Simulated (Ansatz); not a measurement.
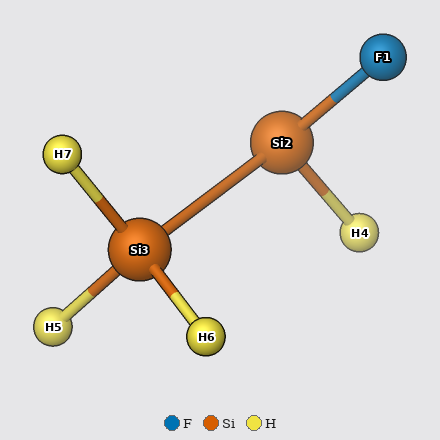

The system is FH₄Si₂, SMILES F[SiH][SiH3], spin multiplicity 2; the picture shows the reference structure. The first coordinate is: umbrella angle at Si2 (between each of its bonds and their common axis; 90 is planar); the second: change of the bonds Si2–F1, Si2–Si3, Si2–H4, all alike. Nothing is relaxed (all other coordinates rigid). The grid has 15 × 15 points. Points are written as (first, second). All energies are given in kJ/mol relative to the relaxed molecule at the same level. Method: Ansatz, UKS PBE-D4/def2-SVP.

Its coordinates:

```xyz
7

F    -0.4286   -2.0220    1.3098
Si   -0.2796   -1.3805   -0.2047
Si    0.4689    0.8499   -0.0702
H    -1.6303   -1.5041   -0.8796
H     0.5511    1.3680   -1.4820
H    -0.4570    1.7324    0.7288
H     1.8369    0.8882    0.5522
```

Range: umbrella angle at Si2 (between each of its bonds and their common axis; 90 is planar) from 59.1 to 120.9°; change of the bonds Si2–F1, Si2–Si3, Si2–H4, all alike from −0.203 to 0.313 Å.

**What will the energy surface look like?**

The lowest grid point is at (107.7°, −0.018 Å), 1.1 kJ/mol from the relaxed molecule at the same level. A higher local minimum lies near (72.3°, 0.018 Å) (5 kJ/mol above the lowest at that grid point). The highest grid point, (59.1°, −0.203 Å), lies 225 kJ/mol above the lowest. On the interpolated surface the easiest way out of the lowest well to the well at about (70°, 0.00 Å) passes a barrier of about 34 kJ/mol, counted from the interpolated bottom of the well. Round the minimum the two coordinates are weakly coupled (coupling −0.13 in units of the two stiffnesses).

```
second ↓, first →  59.1  63.5  67.9  72.3  76.8  81.2  85.6  90.0  94.4  98.8  103.2  107.7  112.1  116.5  120.9
            0.313   173   163   159   164   176   194   215   224   210   189    172    161    157    161    172
            0.276   147   135   132   136   148   165   185   192   181   160    143    132    129    134    146
            0.239   122   110   105   109   121   138   155   162   151   133    116    105    103    108    121
            0.203   100    86    81    84    96   112   128   134   125   107     91     81     78     84     98
            0.166    79    65    59    61    72    88   102   108    99    82     67     57     56     62     78
            0.129    62    46    39    41    51    66    79    84    76    61     46     37     36     44     60
            0.092    48    31    24    25    34    47    60    64    56    42     29     20     20     29     47
            0.055    40    21    12    13    21    33    45    48    41    28     16      8      9     18     38
            0.018    37    17     7     6    13    25    35    38    32    19      8      1      3     14     35
           −0.018    41    19     8     6    12    23    32    34    28    17      7      1      4     16     39
           −0.055    54    30    17    14    19    28    36    38    33    23     13      9     13     26     51
           −0.092    77    50    36    32    36    43    50    52    47    38     29     26     31     47     74
           −0.129   111    83    67    61    63    70    76    77    72    64     57     55     61     79    108
           −0.166   160   129   111   104   105   110   114   115   111   103     98     97    105    124    156
           −0.203   226   192   172   163   162   166   169   170   166   159    155    156    166    187    221
```

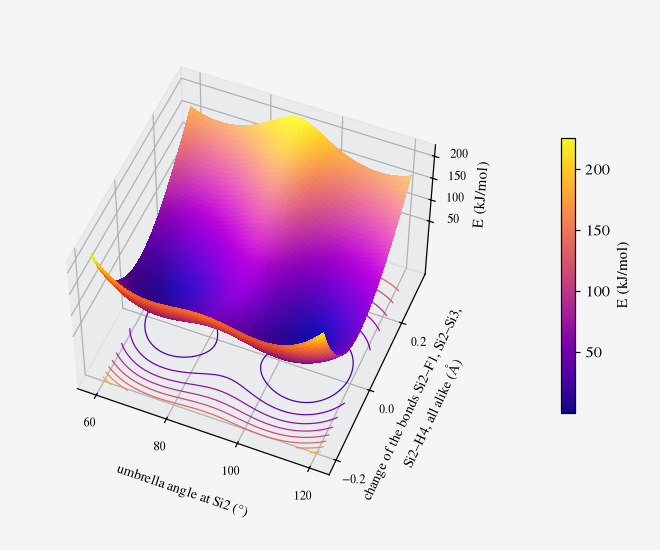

Drawn: a relief with its contours projected below. Between grid points the surface is interpolated.

Each point was launched as `ansatz run input.yaml --threads 1 --pin off --max-ram 2560MiB --backend cpu --events-out ev --progress --plain --runs-dir out`. Time for the 225 points that were run: 12 min on 1 thread of Arm Neoverse V1, on a shared host.
